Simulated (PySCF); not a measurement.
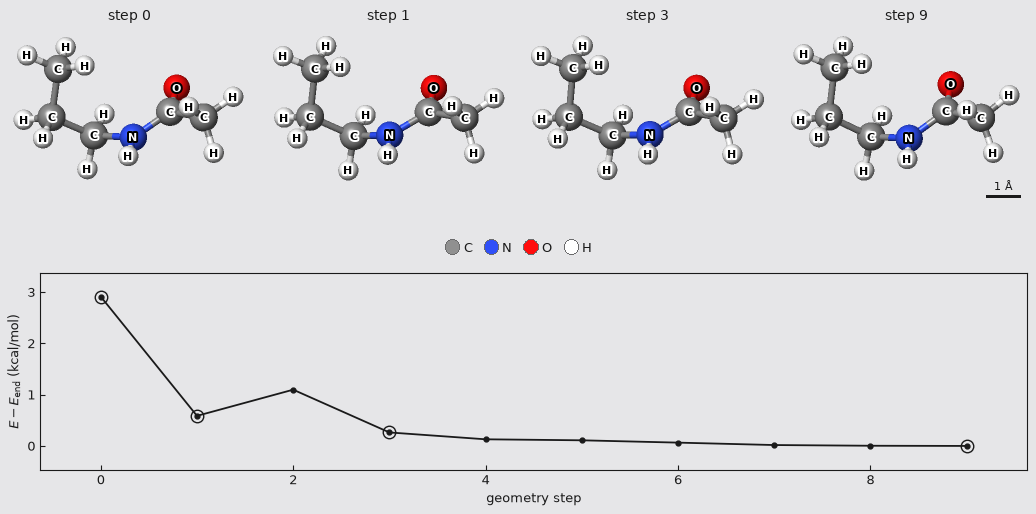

Frames of a relaxation of C$_{5}$H$_{11}$NO, marked on the history of the run. The picture is a ball-and-stick view, seen at a tilt.

The start comes from GFN2-xTB. Its atoms were then displaced at random by about 0.01 Å.

Level of theory: PySCF 2.14.0, density-fitted response routines, PBE0-D3(BJ)/def2-TZVP geometry optimisation, gas phase. 

Question: Describe the path.

Answer: Over 9 geometry steps the energy falls by 2.91 kcal/mol. The O atom moves most after the best rigid fit: 0.16 Å. By element the largest moves are O 0.16 Å, H 0.11 Å, C 0.06 Å, N 0.05 Å. Some distances before and after: C–N 1.494 → 1.443 Å, C–N 1.335 → 1.358 Å, C–O 1.198 → 1.215 Å, C–C 1.501 → 1.518 Å. Among the angles between lasting bonds that change: C–N–H 122.9° → 118.1°, C–N–H 114.7° → 118.5°, N–C–C 111.7° → 114.4°. From step 0 to 1: an H atom moves most (0.19 Å), energy −2.33 kcal/mol. From step 1 to 3: the O atom moves most (0.11 Å), energy −0.32 kcal/mol. From step 3 to 9: the O atom moves most (0.20 Å), energy −0.26 kcal/mol.

| step | E − E(0), kcal/mol |
| --- | --- |
| 0 | 0.00 |
| 1 | -2.33 |
| 2 | -1.81 |
| 3 | -2.65 |
| 4 | -2.78 |
| 5 | -2.80 |
| 6 | -2.85 |
| 7 | -2.89 |
| 8 | -2.91 |
| 9 | -2.91 |
